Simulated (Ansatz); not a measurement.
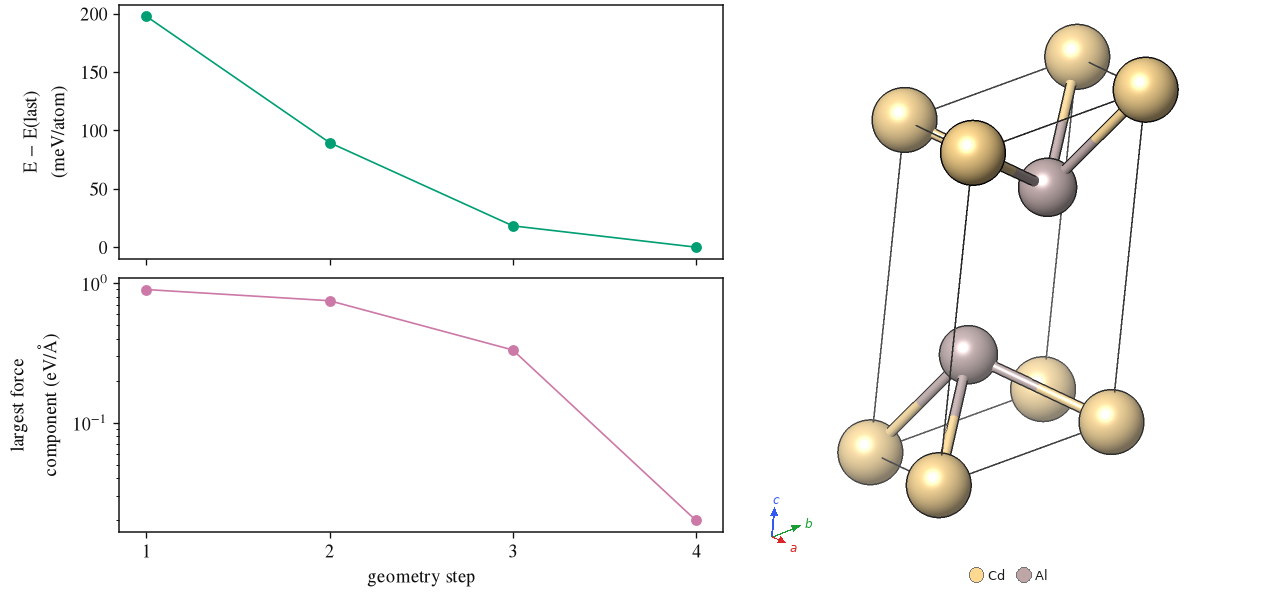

Beside the plot: the structure at the start.

History of a geometry optimisation. Only the atoms move.

```
crystal:
  lattice:
    - [0.0, 3.446388, 0.0]
    - [3.446388, 0.0, 0.0]
    - [1.723194, 1.723194, -6.131215]
  atoms:
    - { symbol: Cd, position: [0.0, 0.0, 0.0] }
    - { symbol: Al, position: [0.37, 0.37, 0.26] }
    - { symbol: Al, position: [0.63, 0.63, 0.74] }
  symmetry: { tolerance: 0.0003 }
kpoints:
  mp_grid: { grid: [5, 5, 5], shift: [0, 0, 0] }
magnetization:
  noncollinear: true
  spin_orbit: true
scf:
  occupations: { method: fermi_dirac }
  lower_state_search: "off"
hamiltonian:
  pseudopotentials: { kind: paw_fr }
  xc: pbe
basis:
  ecutwfc: 420
  fft_grid_basis: typed
relax:
  max_steps: 60
  f_tol: 0.03
output:
  forces: true
  stress: true
  eigenvalues: true
  bader: true
  populations: true
  elf: true
  write_potential: true
  volumetric_format: npy
  dos:
    e_range: [-12, 8]
    de: 0.05
    projected: { site_lists: { Al: [Al], Cd: [Cd] } }
    method: { smearing: { sigma: 0.1, scheme: gaussian } }
  write_density: true
checkpoint:
  read: saved_state
```

Launched with:
```bash
ansatz run input.yaml --threads 2 --pin off --max-ram 2560MiB --backend cpu --events-out ev --progress --plain --runs-dir out
```

> How did it end, and what did it gain?

The optimisation met its thresholds at geometry 4, counting the start as the first. The energy fell by about 200 meV/atom from the first step to the last. The largest force component goes from about 0.9 eV/Å at the start to 0.02 eV/Å at the end.
